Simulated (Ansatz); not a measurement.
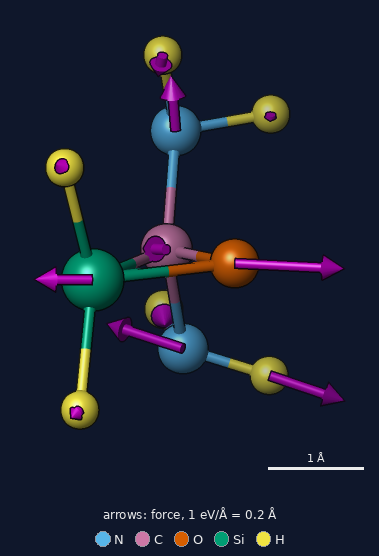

Starting geometry of CH6N2OSi (coarse preliminary run) with the computed forces as purple arrows. The picture is a ball-and-stick view, seen from a free direction.

The start comes from a force field.

Level of theory: RKS PBE-D4/def2-SVP (Ansatz 0.2.0). Settings: force threshold 0.03 eV/Å; at most 200 steps.

> What follows when this structure is relaxed?

It isn't relaxed: the largest force vector, on the O atom, is 5.92 eV/Å. The final displacements follow the starting forces only in part (cosine between the two patterns 0.34). After 6 accepted moves (7 points after the start) the energy has fallen by 21.9 kcal/mol. The largest force component goes from 5.8 to 0.015 eV/Å. The line search rejected the trial step at point 4 of the run. An H atom moves most after the best rigid fit: 0.32 Å. By element the largest moves are H 0.32 Å, O 0.24 Å, Si 0.10 Å, N 0.09 Å, C 0.08 Å. Near-neighbour distances that change, for instance: C–O 1.345 → 1.471 Å, O–Si 1.608 → 1.729 Å, H–N 0.951 → 1.027 Å, H–N 1.086 → 1.025 Å. Among the angles between lasting bonds that change: H–Si–H 122.6° → 112.7°, H–N–H 98.1° → 108.0°, C–Si–H 116.7° → 125.6°. Cost: 11 s on 4 threads of Arm Neoverse V1, with other jobs on the host.
